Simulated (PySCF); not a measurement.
Excited-state calculation, with input and output: C₃H₁₀BBrSi

- system: C₃H₁₀BBrSi, SMILES CC(C)B[SiH2]Br
- method: TDDFT CAM-B3LYP/def2-SVPD, vertical, gas phase, core orbitals frozen in the response (PySCF 2.14.0)

The geometry comes from this level: GFN2-xTB. It belongs to a series of runs on one base structure; here: H on B replaced by iPr.

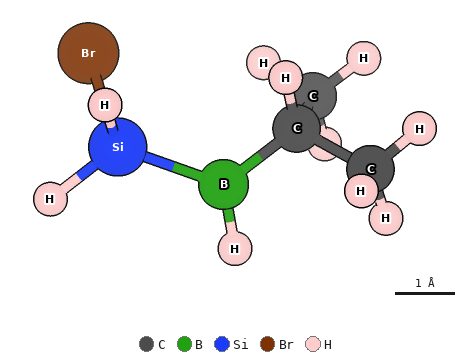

*The input geometry (ball-and-stick view, seen at a tilt).*

Bond lengths as drawn: Br–Si 2.25 Å, B–C 1.58 Å, B–H 1.17 Å, B–Si 1.95 Å, C–C 1.53 to 1.55 Å, C–H 1.09 to 1.10 Å and H–Si 1.47 Å.

Results in brief

- outcome: converged
- total energy: −3008.385450 hartree
- HOMO: −9.11 eV
- LUMO: −1.52 eV
- dipole moment: 2.39 D
- mean polarisability: 98.87 a.u.
- lowest singlet excitation: 4.04 eV
- hardware: 1 CPU thread, shared host
- wall time: 98 s
- peak memory: 1 GiB

Remarks

Spin–orbit coupling is left out, which matters for the heavy atoms.

Input file
```
{"job": {"kind": "uv", "xc": "CAM-B3LYP", "basis": "def2-SVPD", "nstates": 8, "ntriplets": 3}, "charge": 0, "multiplicity": 1}
C     -0.795403     1.411479     0.156046
C     -0.538985    -0.025020    -0.355664
C     -1.864634    -0.796429    -0.361922
B      0.557117    -0.642233     0.600248
Si     2.452259    -0.597769     0.126056
Br     3.109507     1.556129     0.026627
H     -1.139047     1.394448     1.188329
H     -1.565990     1.881404    -0.451742
H      0.102799     2.022205     0.099496
H     -0.206105     0.067968    -1.397176
H     -2.596092    -0.293114    -0.991673
H     -2.271473    -0.867552     0.644577
H     -1.721643    -1.804784    -0.746681
H      0.194008    -1.086155     1.624685
H      2.818013    -1.068592    -1.214259
H      3.458069    -1.143043     1.041642
```

The first line tells a small driver script what to run in PySCF; the rest is the geometry in Å.

Launch command:
```bash
OMP_NUM_THREADS=1 python <driver script> task.json out
```

Output
```
coarse grid: 59184 points
cycle   1  E = -3008.3501919838  dE = -6.869e-01  |g| = 3.346e-01  |ddm| = 5.677e+00
cycle   2  E = -3008.3653583411  dE = -1.517e-02  |g| = 2.612e-01  |ddm| = 1.181e+00
cycle   3  E = -3008.3849744138  dE = -1.962e-02  |g| = 4.633e-02  |ddm| = 5.015e-01
cycle   4  E = -3008.3854445099  dE = -4.701e-04  |g| = 1.190e-02  |ddm| = 1.016e-01
cycle   5  E = -3008.3854732934  dE = -2.878e-05  |g| = 2.467e-03  |ddm| = 3.346e-02
cycle   6  E = -3008.3854752081  dE = -1.915e-06  |g| = 8.272e-04  |ddm| = 7.126e-03
final grid: 123552 points
cycle   7  E = -3008.3854494359  dE = -1.687e-07  |g| = 7.433e-04  |ddm| = 6.694e-03
cycle   8  E = -3008.3854494586  dE = -2.273e-08  |g| = 7.193e-04  |ddm| = 2.417e-03
cycle   9  E = -3008.3854495860  dE = -1.274e-07  |g| = 3.416e-05  |ddm| = 1.118e-03
cycle  10  E = -3008.3854495873  dE = -1.301e-09  |g| = 2.103e-05  |ddm| = 1.694e-04
cycle  11  E = -3008.3854495876  dE = -3.097e-10  |g| = 4.400e-06  |ddm| = 7.943e-05
```

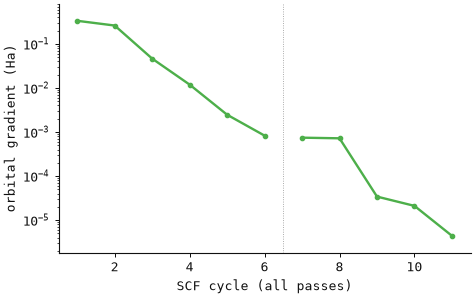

*Convergence of the self-consistent field: orbital gradient against the SCF cycle. The dotted line marks the change from a coarse to the final integration grid.*

The first 6 cycles use a coarse grid, the final grid takes over at cycle 7, and the field converges after 11 cycles in all.

```
converged SCF energy = -3008.3854495876

Static polarisability (au): isotropic 98.867, principal 83.028 99.166 114.407

Singlet excitations
state   eV       nm        f      main configurations
  1   4.0427    306.7   0.00538   H->L 0.84, H-2->L 0.09
  2   4.7965    258.5   0.00362   H-1->L 0.69, H-2->L 0.16, H-3->L 0.10
  3   5.0271    246.6   0.00215   H-2->L 0.43, H-1->L 0.28, H-3->L 0.20
  4   5.5542    223.2   0.00697   H-3->L 0.57, H-2->L 0.26, H->L 0.10
  5   6.4660    191.7   0.01318   H-5->L 0.61, H-6->L 0.21, H-4->L 0.10
  6   6.5075    190.5   0.03401   H-4->L 0.85
  7   6.9648    178.0   0.06990   H-6->L 0.32, H-7->L 0.32, H-5->L 0.22
  8   7.0875    174.9   0.00295   H->L+2 0.57, H->L+1 0.22

Triplet excitations (Tamm-Dancoff, eV): 3.3764 4.4180 4.7397
```

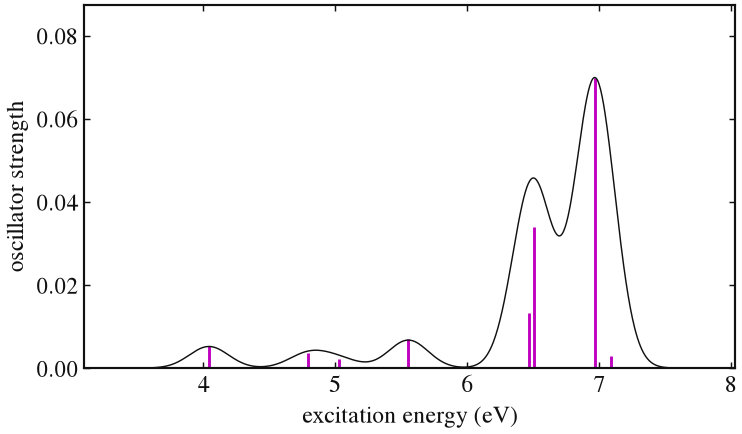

*Computed excitations as sticks (degenerate states added up, dark ones marked on the axis), with a Gaussian envelope of 0.35 eV full width at half maximum, scaled to the tallest.*

Of the 8 states the lowest lies at 4.04 eV (f = 0.005); the strongest line is at 6.96 eV, or 178 nm (f = 0.070).

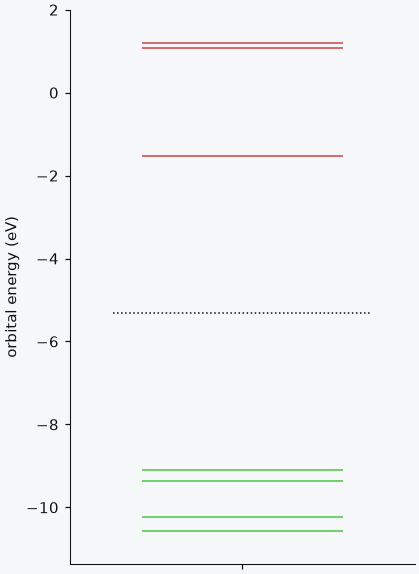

*Orbital energies near the frontier; the dotted line parts filled from empty levels, and levels within 0.02 eV of each other stand side by side.*

Highest filled −9.11 eV, lowest empty −1.52 eV, 7.59 eV apart.
